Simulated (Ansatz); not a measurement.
Run report: C₂H₉BOSn, nudged elastic band (part 2 of 2)

Continued. System: C₂H₉BOSn, SMILES [BH2][SnH]([CH3])[O]C. Method: RKS PBE0-D4/def2-SVP (Ansatz 0.2.0). It belongs to a series of runs on one base structure; here: band between the two ends.

Geometry of the input (Å):
```
B  -1.1830  1.8785  0.8202
Sn -0.2915  -0.1839  0.9743
C  1.8636  -0.2256  0.9146
O  -0.9222  -1.3002  -0.5692
C  -0.6666  -0.8975  -1.8738
H  -1.8031  2.2176  -0.1588
H  -1.0493  2.6763  1.7180
H  -0.8696  -1.1019  2.3035
H  2.2361  0.2881  0.0176
H  2.1970  -1.2726  0.8942
H  2.2759  0.2674  1.8067
H  -1.0477  0.1200  -2.1094
H  0.4134  -0.9034  -2.1356
H  -1.1661  -1.5918  -2.5735
```

Log, continued
```
NEB iter  30: max|band force component| = 9.129e-2 eV/Å  barrier→ = 0.0352 eV  barrier← = 0.0465 eV  CI = image 4  Δτ_max = 0.0132 Å  (205 SCF iters)
the calculation of the forces begins
reference -10764.39910975 eV, -395.5843709114 hartree; 28, 28 occupied and 99, 99 virtual orbitals, 1492 factors
1492 factors; integrals over basis functions are off by at most 4.1e-4 eV
mean field -10764.35585201 eV, -395.5827812190 hartree, gradient 1.7e-5 eV, S^2 0.000000; 1 other end points of the search recorded, 0 dependent functions left out
the calculation of the forces begins
reference -10764.35588640 eV, -395.5827824828 hartree; 28, 28 occupied and 99, 99 virtual orbitals, 1492 factors
NEB iter  31: max|band force component| = 1.027e-2 eV/Å  barrier→ = 0.0352 eV  barrier← = 0.0466 eV  CI = image 4  Δτ_max = 0.0000 Å  (374 SCF iters)
```

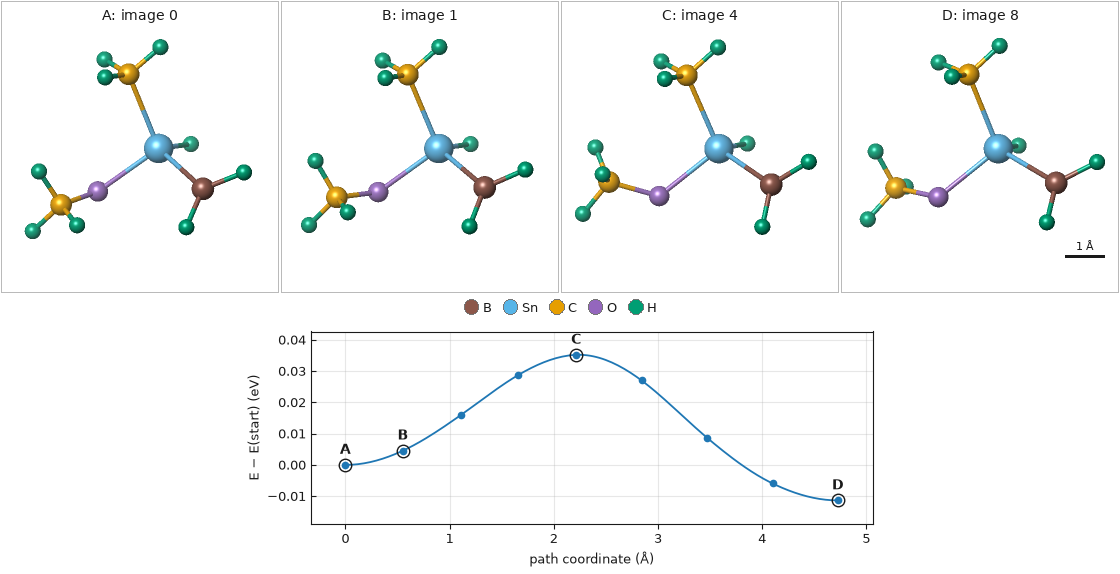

Fig. 1: Images of the last band (counted from 0; ball-and-stick, seen at a tilt) above the energy along the path; the line is a cubic interpolation that uses the forces. The highest image is number 4, 0.035 eV above the start and 0.047 eV above the end (the climbing image); the end lies 0.011 eV below the start. The path is 4.73 Å long. The band converged in 31 iterations.

```
Total energy: -10764.59337405 eV, -395.5915099930 hartree
Atom 0 at    -1.283091     2.047017     1.166348 Å, force     0.003100    -0.003183    -0.000316 eV/Å
Atom 1 at    -0.434056    -0.018196     0.900290 Å, force    -0.000215     0.000198     0.000057 eV/Å
Atom 2 at     1.708438    -0.095048     0.668530 Å, force    -0.001813    -0.000163     0.000452 eV/Å
Atom 3 at    -1.218021    -0.822675    -0.762967 Å, force     0.002808     0.000718     0.000714 eV/Å
Atom 4 at    -0.434164    -1.152713    -1.861416 Å, force    -0.004350    -0.000160     0.002381 eV/Å
Atom 5 at    -2.117293     2.475695     0.407990 Å, force    -0.000605     0.000889    -0.000200 eV/Å
Atom 6 at    -0.909397     2.748858     2.076037 Å, force    -0.001189     0.001597    -0.000651 eV/Å
Atom 7 at    -0.918976    -1.103140     2.146676 Å, force     0.000078    -0.000811     0.000430 eV/Å
Atom 8 at     2.023575     0.503021    -0.197805 Å, force     0.000529    -0.000048    -0.000020 eV/Å
Atom 9 at     2.026568    -1.136483     0.520567 Å, force    -0.000352    -0.000000     0.000351 eV/Å
Atom 10 at     2.192096     0.302026     1.572561 Å, force     0.000446     0.000212    -0.000294 eV/Å
Atom 11 at     0.076080    -0.281273    -2.324798 Å, force    -0.000962     0.000415    -0.000247 eV/Å
Atom 12 at     0.354008    -1.902969    -1.639597 Å, force     0.000061     0.000727    -0.000759 eV/Å
Atom 13 at    -1.078666    -1.593218    -2.643718 Å, force     0.002464    -0.000389    -0.001898 eV/Å
Dipole moment:     0.362974     0.254917     0.176083 e Å
this run last wrote the band of iteration 31 to [file]; this run last wrote the band within `neb.f_tol` of iteration 27 to [file]
```

The last band as extended XYZ (Å, eV, eV/Å)
```
14
Properties=species:S:1:pos:R:3:forces:R:3 image=0 energy=-10764.62853
B    -1.1830    1.8785    0.8202    0.0007   0.0090   0.0010
Sn   -0.2915   -0.1839    0.9743   -0.0008  -0.0003   0.0048
C     1.8636   -0.2256    0.9146    0.0013  -0.0006   0.0022
O    -0.9222   -1.3002   -0.5692    0.0009  -0.0018   0.0080
C    -0.6666   -0.8975   -1.8738   -0.0045   0.0011  -0.0105
H    -1.8031    2.2176   -0.1588    0.0037   0.0000   0.0077
H    -1.0493    2.6763    1.7180   -0.0031  -0.0074  -0.0095
H    -0.8696   -1.1019    2.3035    0.0012  -0.0001  -0.0010
H     2.2361    0.2881    0.0176   -0.0012   0.0004  -0.0004
H     2.1970   -1.2726    0.8942   -0.0005   0.0006  -0.0001
H     2.2759    0.2674    1.8067   -0.0001   0.0000  -0.0013
H    -1.0477    0.1200   -2.1094    0.0004  -0.0023  -0.0002
H     0.4134   -0.9034   -2.1356   -0.0006  -0.0010   0.0025
H    -1.1661   -1.5918   -2.5735    0.0027   0.0022  -0.0032
14
Properties=species:S:1:pos:R:3:forces:R:3 image=1 energy=-10764.62396
B    -1.2129    1.9257    0.9118    0.0007  -0.0011  -0.0039
Sn   -0.3423   -0.1502    0.9723    0.0027  -0.0001   0.0012
C     1.8093   -0.2024    0.8333    0.0011  -0.0018   0.0028
O    -1.0239   -1.2319   -0.5744    0.0011  -0.0040   0.0016
C    -0.5902   -0.9570   -1.8651   -0.0036   0.0020  -0.0009
H    -1.8768    2.3008   -0.0236    0.0023  -0.0021  -0.0045
H    -1.0219    2.6944    1.8243   -0.0016  -0.0007  -0.0028
H    -0.8854   -1.0928    2.2994    0.0005   0.0004   0.0009
H     2.1519    0.3461   -0.0551    0.0017  -0.0011   0.0017
H     2.1364   -1.2489    0.7585    0.0013  -0.0008   0.0019
H     2.2564    0.2526    1.7287    0.0009  -0.0004   0.0020
H    -0.7706    0.0925   -2.1851   -0.0079   0.0019   0.0031
H     0.4921   -1.1563   -2.0180    0.0007   0.0065  -0.0038
H    -1.1351   -1.6019   -2.5781    0.0002   0.0012   0.0007
14
Properties=species:S:1:pos:R:3:forces:R:3 image=3 energy=-10764.59976
B    -1.2564    2.0183    1.1056   -0.0022  -0.0014  -0.0055
Sn   -0.4199   -0.0633    0.9270    0.0024  -0.0003   0.0016
C     1.7242   -0.1401    0.7078    0.0007  -0.0033   0.0029
O    -1.1844   -0.9833   -0.6843    0.0075  -0.0159   0.0032
C    -0.4688   -1.0877   -1.8705   -0.0106   0.0069   0.0040
H    -2.0418    2.4514    0.2988    0.0023  -0.0023  -0.0051
H    -0.9240    2.7272    2.0260    0.0008   0.0010  -0.0014
H    -0.9219   -1.0938    2.2088   -0.0004   0.0040   0.0024
H     2.0391    0.4164   -0.1860    0.0004  -0.0014   0.0014
H     2.0460   -1.1864    0.6116    0.0009  -0.0016   0.0011
H     2.2040    0.3032    1.5922    0.0005  -0.0011   0.0009
H    -0.2126   -0.1079   -2.3281   -0.0054   0.0066  -0.0015
H     0.4831   -1.6505   -1.7673    0.0028   0.0062  -0.0016
H    -1.0793   -1.6327   -2.6131    0.0004   0.0026  -0.0025
14
Properties=species:S:1:pos:R:3:forces:R:3 image=4 energy=-10764.59334
B    -1.2831    2.0470    1.1663    0.0031  -0.0032  -0.0003
Sn   -0.4341   -0.0182    0.9003   -0.0002   0.0002   0.0001
C     1.7084   -0.0950    0.6685   -0.0018  -0.0002   0.0005
O    -1.2180   -0.8227   -0.7630    0.0028   0.0007   0.0007
C    -0.4342   -1.1527   -1.8614   -0.0043  -0.0002   0.0024
H    -2.1173    2.4757    0.4080   -0.0006   0.0009  -0.0002
H    -0.9094    2.7489    2.0760   -0.0012   0.0016  -0.0007
H    -0.9190   -1.1031    2.1467    0.0001  -0.0008   0.0004
H     2.0236    0.5030   -0.1978    0.0005   0.0000   0.0000
H     2.0266   -1.1365    0.5206   -0.0004   0.0000   0.0004
H     2.1921    0.3020    1.5726    0.0004   0.0002  -0.0003
H     0.0761   -0.2813   -2.3248   -0.0010   0.0004  -0.0002
H     0.3540   -1.9030   -1.6396    0.0001   0.0007  -0.0008
H    -1.0787   -1.5932   -2.6437    0.0025  -0.0004  -0.0019
14
Properties=species:S:1:pos:R:3:forces:R:3 image=5 energy=-10764.60153
B    -1.2816    2.0850    1.2265   -0.0038   0.0068   0.0004
Sn   -0.4382    0.0375    0.8539   -0.0028   0.0016  -0.0017
C     1.7059   -0.0690    0.6575    0.0013   0.0017  -0.0007
O    -1.2025   -0.5691   -0.8996    0.0040   0.0068  -0.0052
C    -0.4262   -1.2060   -1.8601   -0.0017  -0.0006   0.0020
H    -2.1423    2.5261    0.5061   -0.0034  -0.0012   0.0021
H    -0.8825    2.7666    2.1401    0.0033  -0.0045   0.0078
H    -0.9523   -1.1350    2.0105    0.0018  -0.0025  -0.0050
H     2.0480    0.5700   -0.1684    0.0014   0.0044  -0.0002
H     2.0084   -1.1065    0.4574   -0.0012   0.0035  -0.0035
H     2.1800    0.2670    1.5909   -0.0002   0.0012  -0.0008
H     0.3404   -0.5437   -2.3151    0.0112  -0.0107  -0.0003
H     0.1089   -2.1049   -1.4871   -0.0096  -0.0076   0.0066
H    -1.0792   -1.5471   -2.6839   -0.0005   0.0012  -0.0015
14
Properties=species:S:1:pos:R:3:forces:R:3 image=7 energy=-10764.63446
B    -1.2506    2.1280    1.2710   -0.0011  -0.0009   0.0012
Sn   -0.3954    0.1244    0.7372    0.0000   0.0004  -0.0005
C     1.7559   -0.0057    0.7000    0.0015   0.0015  -0.0001
O    -1.0100   -0.2308   -1.1381    0.0037   0.0032  -0.0023
C    -0.4892   -1.2966   -1.8629   -0.0017  -0.0018   0.0003
H    -2.0266    2.6747    0.5276    0.0023   0.0015  -0.0004
H    -0.9422    2.6772    2.3014   -0.0026  -0.0027   0.0031
H    -1.0093   -1.1761    1.6956    0.0012  -0.0007  -0.0036
H     2.1641    0.7045   -0.0325    0.0012   0.0035   0.0008
H     2.0610   -1.0242    0.4216    0.0022   0.0028  -0.0011
H     2.1628    0.2289    1.6941    0.0004   0.0016   0.0004
H     0.5928   -1.1873   -2.0895    0.0010  -0.0078   0.0034
H    -0.6146   -2.2806   -1.3624   -0.0088  -0.0019   0.0004
H    -1.0116   -1.3654   -2.8343    0.0006   0.0012  -0.0015
14
Properties=species:S:1:pos:R:3:forces:R:3 image=8 energy=-10764.63989
B    -1.2220    2.1336    1.2612   -0.0034  -0.0031  -0.0016
Sn   -0.3546    0.1453    0.6926   -0.0030   0.0008  -0.0019
C     1.7982    0.0355    0.7353    0.0019  -0.0016  -0.0032
O    -0.8973   -0.1571   -1.2136    0.0075  -0.0107  -0.0024
C    -0.5549   -1.3383   -1.8625   -0.0026   0.0059   0.0037
H    -1.8443    2.7811    0.4569    0.0005   0.0008  -0.0038
H    -1.0675    2.5770    2.3737    0.0025   0.0005   0.0046
H    -1.0003   -1.1918    1.5768    0.0018   0.0005   0.0000
H     2.2260    0.8177    0.0930   -0.0003  -0.0005   0.0020
H     2.1261   -0.9479    0.3702   -0.0010   0.0016   0.0008
H     2.1621    0.1735    1.7636    0.0006   0.0007   0.0017
H     0.5417   -1.4891   -1.9596   -0.0063   0.0013   0.0022
H    -0.9620   -2.2474   -1.3700    0.0031   0.0045  -0.0015
H    -0.9641   -1.3211   -2.8888   -0.0012  -0.0007  -0.0007
```

Summary

| quantity | value |
| --- | --- |
| outcome | converged |
| barrier, forward | 0.035 eV |
| barrier, backward | 0.047 eV |
| wall time | 13 min (CPU time 25 min) |
| peak memory | 0.36 GiB |

Remarks

The order of the saddle point was not checked.
